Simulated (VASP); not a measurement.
Band structure of Y2CN2O2 (space group P-3m1). All values below come from PBEsol GGA, VASP's PBE PAW potentials (set 64) (plane waves; VASP).

The path is coarsely sampled, so an indirect gap can come out somewhat too large.

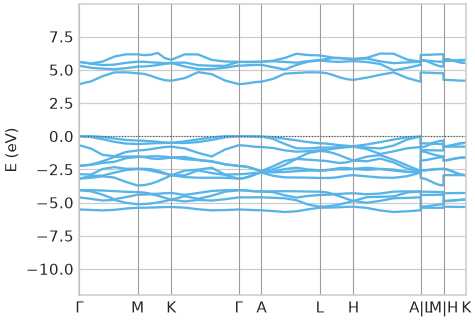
Fig. 1. Bands along high-symmetry lines, zero at the valence-band maximum or, without a gap, the Fermi level

Read the plot: is there a gap, and where are the band edges?

The gap is indirect, 3.92 eV, from the valence maximum at Γ-M at 0.20 to the conduction minimum at Γ.

The structure comes from a computed database's Y2CN2O2 entry; how it stands against other phases isn't given here. The cell was not relaxed at this level.
